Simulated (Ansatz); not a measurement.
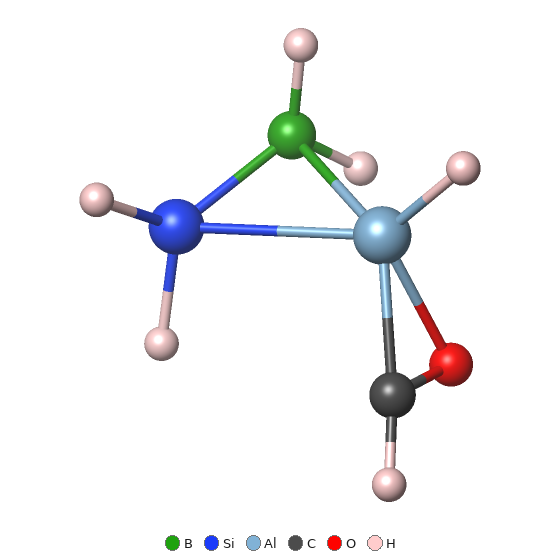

Every bond is drawn as one stick, whatever its order.

Computed geometry: PBE0-D4/def2-TZVP optimisation.

Question: Give the formula.

Answer: CH₆AlBOSi, 11 atoms: 1 carbon, 6 hydrogen, 1 aluminium, 1 boron, 1 oxygen and 1 silicon.

Question: Which point group does it belong to?

Answer: C1.

Question: Count the bonded pairs by element.

Answer: 2 Si–H, 2 B–H, 1 B–Si, 1 Al–O, 1 Al–Si, 1 C–O, 1 C–H, 1 C–Al, 1 Al–H, 1 Al–B. Sticks follow a distance rule.

The parts below concern this one geometry. Atoms keep their numbers from picture to picture.

Shape

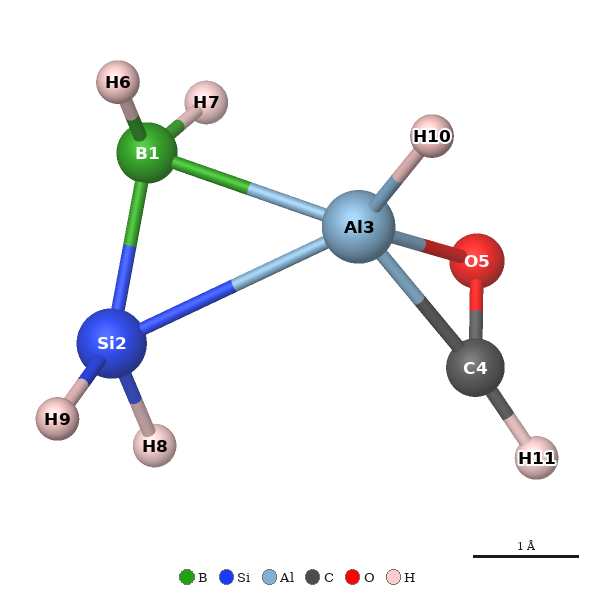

The atoms are numbered.

List the bonds and their lengths.

```csv
bond,length (Å)
B1–Si2,1.863
B1–Al3,2.244
B1–H6,1.198
B1–H7,1.207
Si2–Al3,2.687
Si2–H8,1.488
Si2–H9,1.486
Al3–C4,1.945
Al3–O5,1.952
Al3–H10,1.576
C4–O5,1.251
C4–H11,1.104
```

Vibrations

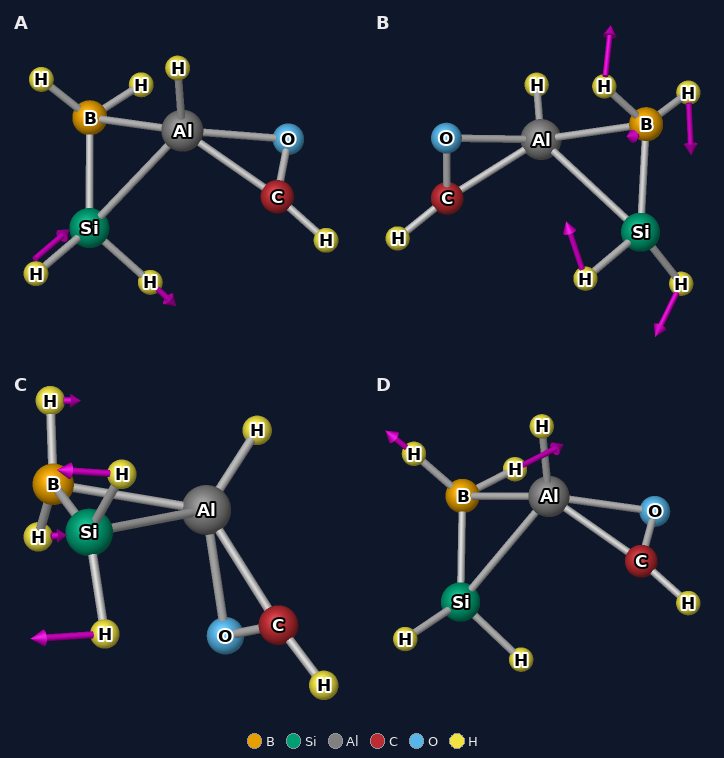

4 normal modes of one molecule or complex, as arrows. Harmonic vibrations computed with RKS PBE0-D4/def2-TZVP (Ansatz 0.2.0) at a stationary point of the same level.

Question: Match the panels to the wavenumbers 514 cm⁻¹, 724 cm⁻¹, 2235 cm⁻¹, 2526 cm⁻¹.

Answer: A: 2235 cm⁻¹, out-of-phase stretching of 2 Si–H bonds
B: 724 cm⁻¹, angle bending
C: 514 cm⁻¹, Al–Si–H bending
D: 2526 cm⁻¹, in-phase stretching of 2 B–H bonds

Levels of theory compared

Program: Ansatz 0.2.0.

Compare HOMO–LUMO gap (eV), HOMO energy (eV), dipole (D) at these levels: B3LYP-D4/def2-TZVPP; PBE-D4/def2-TZVPP; r2SCAN-D4/def2-TZVPP; ωB97M-V/def2-TZVPP.

| level | HOMO–LUMO gap (eV) | HOMO energy (eV) | dipole (D) |
| --- | --- | --- | --- |
| B3LYP-D4/def2-TZVPP | 4.19 | −6.70 | 2.48 |
| PBE-D4/def2-TZVPP | 2.46 | −5.92 | 2.39 |
| r2SCAN-D4/def2-TZVPP | 2.86 | −6.10 | 2.45 |
| ωB97M-V/def2-TZVPP | 8.61 | −8.85 | 2.57 |

Charges

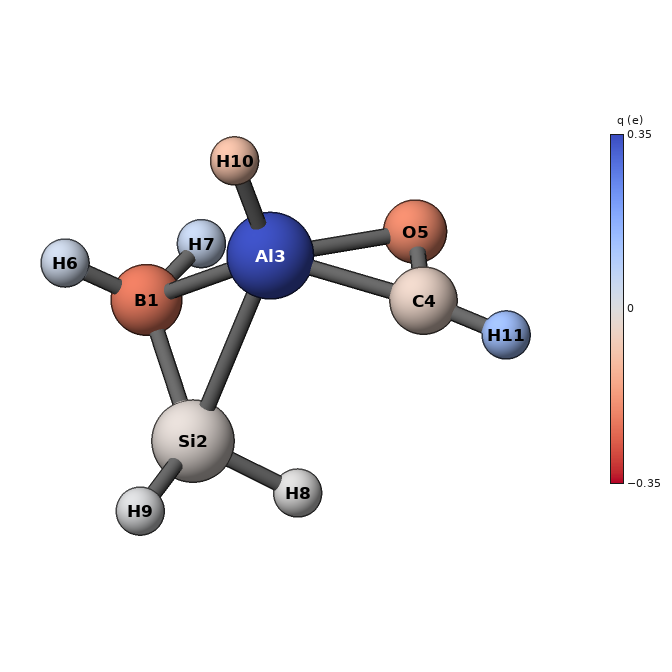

Atoms are coloured by their Mulliken charges. Properties computed with RKS PBE0-D4/def2-TZVP (Ansatz 0.2.0).

Question: Which atom carries the highest charge (most positive or least negative)?

Answer: Al3 (0.34 e).

Question: And the lowest?

Answer: B1 (−0.22 e).

Give the Mulliken charges atom by atom.

```tsv
atom	value (e)
B1	−0.22
Si2	−0.02
Al3	0.34
C4	−0.04
O5	−0.19
H6	0.04
H7	0.05
H8	0.00
H9	0.00
H10	−0.09
H11	0.13
```

Mulliken values depend strongly on the basis set and can even reverse the polarity of a bond.
